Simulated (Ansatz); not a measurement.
**ClH$_{4}$NOSi: density, localisation and related maps**

Input file:

```
crystal:
  periodic: [false, false, false]
  atoms:
    - {symbol: Cl, position_ang: [-0.234713, -0.207030, 1.998672]}
    - {symbol: "N", position_ang: [-2.100199, -0.526724, -0.587191]}
    - {symbol: O, position_ang: [-0.078157, -2.327714, -0.045308]}
    - {symbol: Si, position_ang: [-0.499340, -0.724995, 0.002740]}
    - {symbol: H, position_ang: [-2.383428, 0.381373, -0.945177]}
    - {symbol: H, position_ang: [-2.877113, -0.985633, -0.118332]}
    - {symbol: H, position_ang: [0.369703, 0.164706, -0.801060]}
    - {symbol: H, position_ang: [-0.364812, -2.794377, -0.840430]}
basis:
  gaussian:
    orbitals: def2-TZVPD
hamiltonian:
  xc: {name: PBE0}
output: {forces: true, orbitals: {seedname: orbitals}}
```

Command:

```sh
ansatz run input.yaml --threads 2 --pin off --max-ram 4350MiB --events-out events.jsonl --progress --plain --runs-dir runs
```

Geometry: B3LYP-D3(BJ)/def2-SVP.

Computed with isolated molecule in a Gaussian basis; Kohn-Sham density functional theory, functional PBE0 (Ansatz 0.2.0).

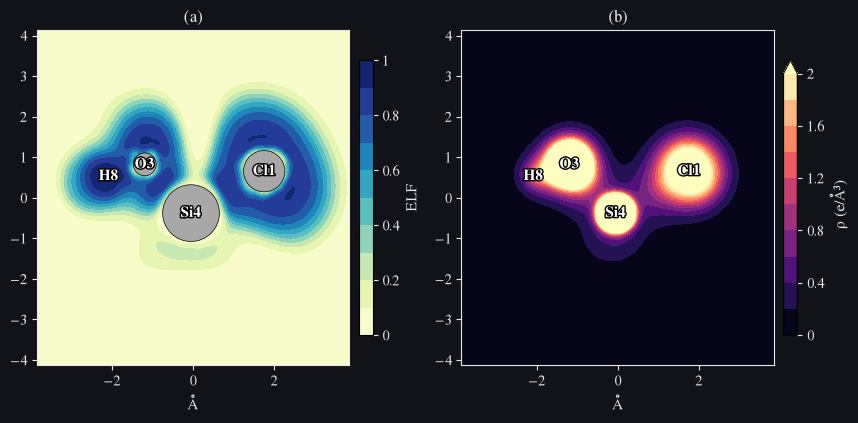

Figure 1. (a) electron localisation function; (b) electron density on the plane of atoms Cl1, Si4 and O3. Grey discs cover the atomic cores in the ELF map.

> What does the map show?

Atoms in the plane: Cl, O, Si and H.
Si–O (1.66 Å): the density is about 1.2 e/Å³ at the midpoint; the ELF peaks at about 0.85 between the atoms: a polar covalent bond.
Si–Cl (2.08 Å): ρ at the midpoint is about 0.88 e/Å³; the ELF peaks at about 0.85 between the atoms; a polar covalent bond.
O–H (0.97 Å): ρ is about 3.7 e/Å³ halfway; the ELF climbs to about 1 towards the hydrogen, as it does in any bond to H: a covalent bond by its length.
The ELF also peaks beside Cl1 and O3, away from the bonds: lone-pair regions.

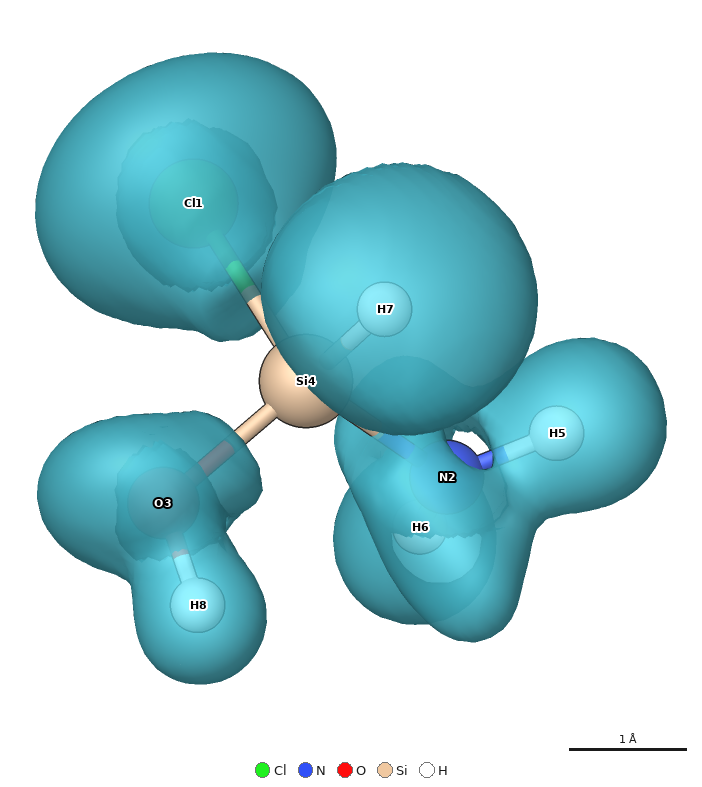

Figure 2. Isosurface of the ELF at 0.75 (cyan), seen at a tilt. Only the valence region is drawn (cores and ρ < 0.01 e/Å³ removed).

> What do the ELF domains correspond to?

The surface consists of one region around a hydrogen nucleus, one region on Cl in which the atom's valence shell and bonds are merged, one joined region spread over several atoms (H, N), in which their bonds and any lone pairs are merged and one joined region spread over several atoms (H, O), in which their bonds and any lone pairs are merged.


 Si–N (1.72 Å): the ELF peaks at about 0.90 between the atoms (a polar covalent bond).

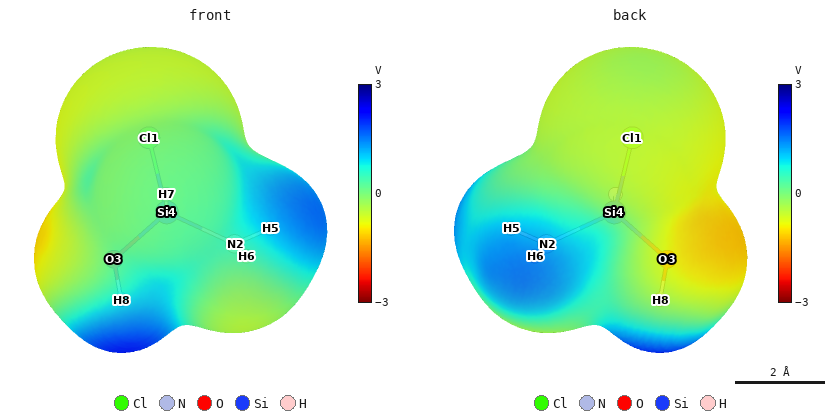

Figure 3. The electrostatic potential painted on the density surface at 0.001 e/bohr³, seen from the front and from behind; red is negative and blue positive.

> Which sites attract a positive test charge, and which a negative one?

A positive charge is drawn to the negative regions and a negative charge to the positive ones. The most negative region (about −1.2 V) lies over O3, the most positive (about +2.1 V) over H8. O3 is the likeliest acceptor of a hydrogen bond.

> What dipole moment does the calculation give?

Its dipole moment is 3.03 D.

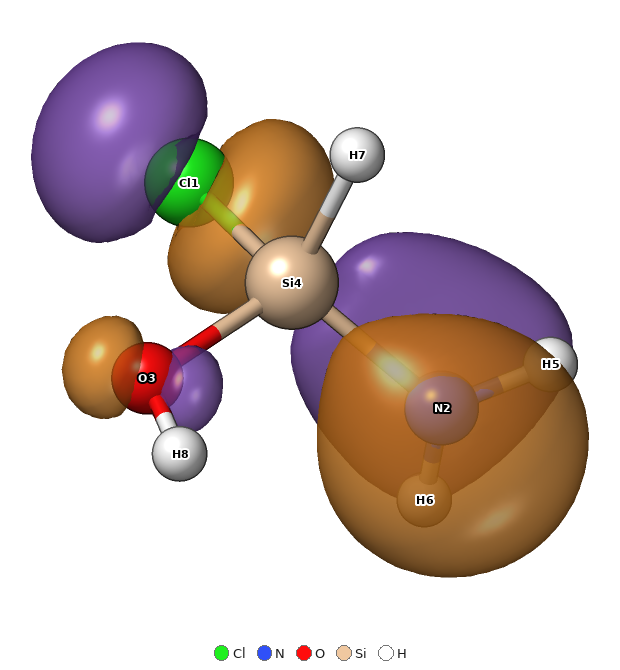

Figure 4. The HOMO at ±0.1 Å⁻³ᐟ² (orange and purple are the two phases), seen at a tilt.

> What is the character of this orbital?

By Hirshfeld shares it lies mainly on N2 (about 60 %), Cl1 (about 20 %) and Si4 (about 10 %). Its energy is −8.11 eV.
